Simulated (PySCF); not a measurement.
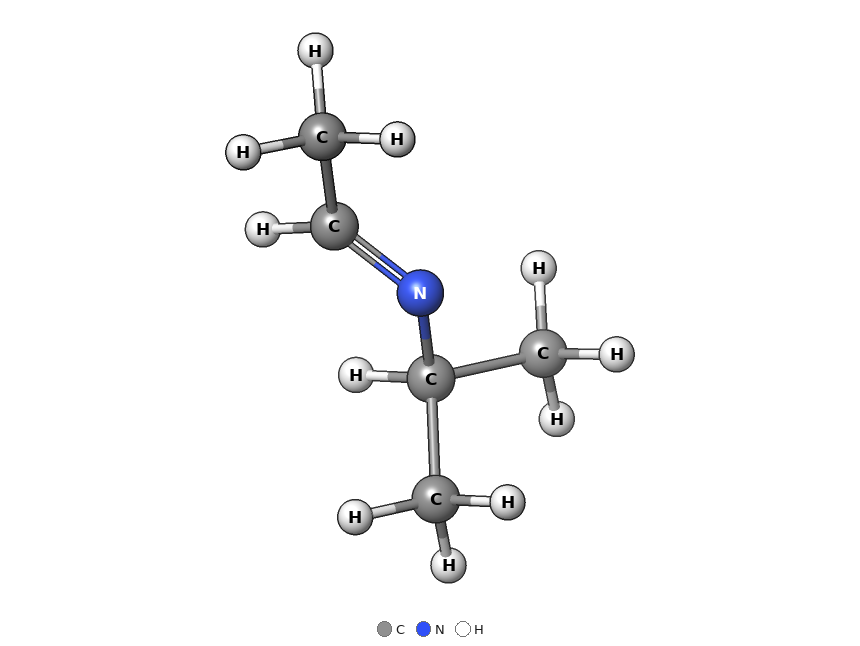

The picture shows a molecular structure as a ball-and-stick model.

The computed structure is the end point of a GFN2-xTB optimisation. No frequency run is at hand to confirm it as a minimum.

What is the molecular formula?

C5H11N, 17 atoms: 5 carbon, 11 hydrogen and 1 nitrogen.

Give a SMILES string for it.

C/C=N/C(C)C

Name functional groups in it.

Among them: imine.

How many bonds of each kind are drawn?

11 C–H, 3 C–C, 2 C–N.

Describe its rings.

It has no ring.

The parts below concern this one geometry. Atoms keep their numbers from picture to picture.

Geometry

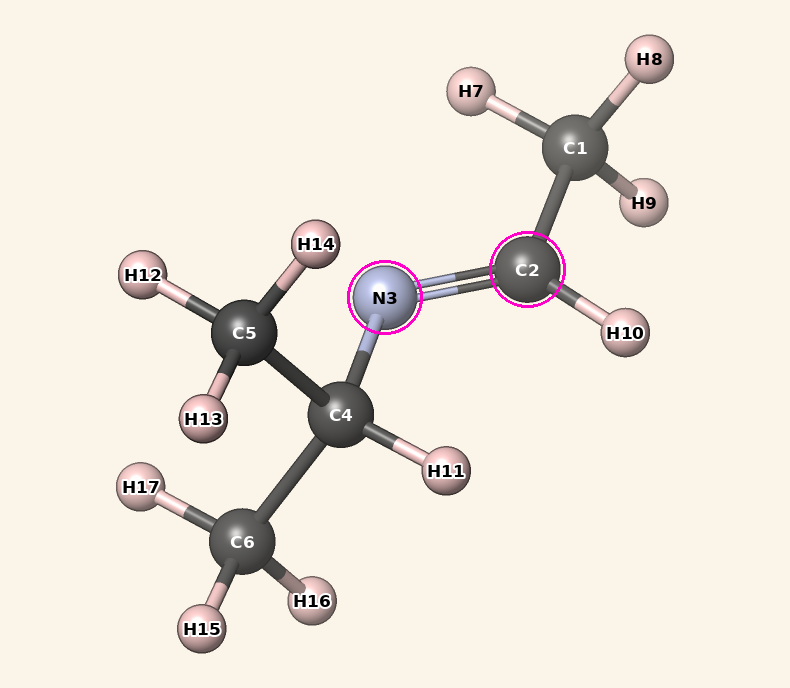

Distant atoms are faded towards the background colour. Circles mark the stereogenic atoms. No frequency run is at hand to confirm it as a minimum.

What are the Cahn–Ingold–Prelog descriptors?

C2=N3: E.

Electronic properties

No frequency run is at hand to confirm it as a minimum. Method: B3LYP/pcJ-1, gas phase (PySCF 2.14.0).

What is the HOMO energy (Kohn–Sham orbital)?

−6.83 eV.

Estimate the LUMO energy (Kohn–Sham orbital).

0.02 eV.

Give the dipole moment at this level.

1.32 D.

Spin–spin coupling

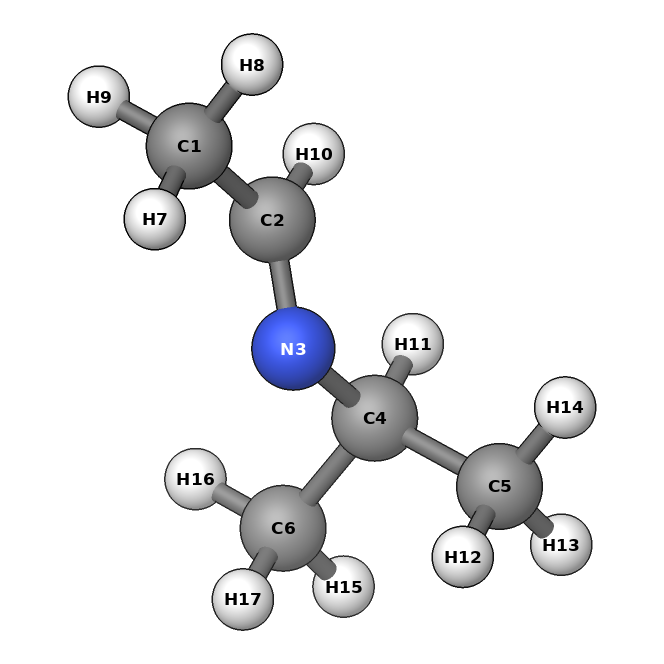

No frequency run is at hand to confirm it as a minimum. Properties computed with B3LYP/pcJ-1 indirect spin-spin coupling, non-relativistic, gas phase (PySCF 2.14.0). Isotopes: 13C, 1H, 15N.

Give the spin–spin coupling constants of these pairs, with the number of bonds between them: C2/N3, N3/C4, C1/N3, N3/C6, N3/H11, N3/H16, N3/H13, N3/H12, N3/H8, N3/H9, N3/H14.

| pair | bonds apart | J (Hz) |
| --- | --- | --- |
| C2, N3 | 1 | −10.0 |
| N3, C4 | 1 | 1.2 |
| C1, N3 | 2 | −10.5 |
| N3, C6 | 2 | −3.6 |
| N3, H11 | 2 | 1.1 |
| N3, H16 | 3 | −0.9 |
| N3, H13 | 3 | −6.2 |
| N3, H12 | 3 | −1.6 |
| N3, H8 | 3 | −3.7 |
| N3, H9 | 3 | −3.6 |
| N3, H14 | 3 | −1.0 |

Quadrupole coupling

No frequency run is at hand to confirm it as a minimum. Electric field gradients from the ground-state density, B3LYP/pcJ-1 (PySCF 2.14.0), non-relativistic apart from any core potentials.

Give the largest field-gradient component, the quadrupole coupling constant and the asymmetry for 14N at N3 (Q = 20.44 mb).

```json
{"atom": "N3", "V_zz (a.u.)": "−1.039", "e²qQ/h (MHz)": "−4.99", "η": "0.40"}
```
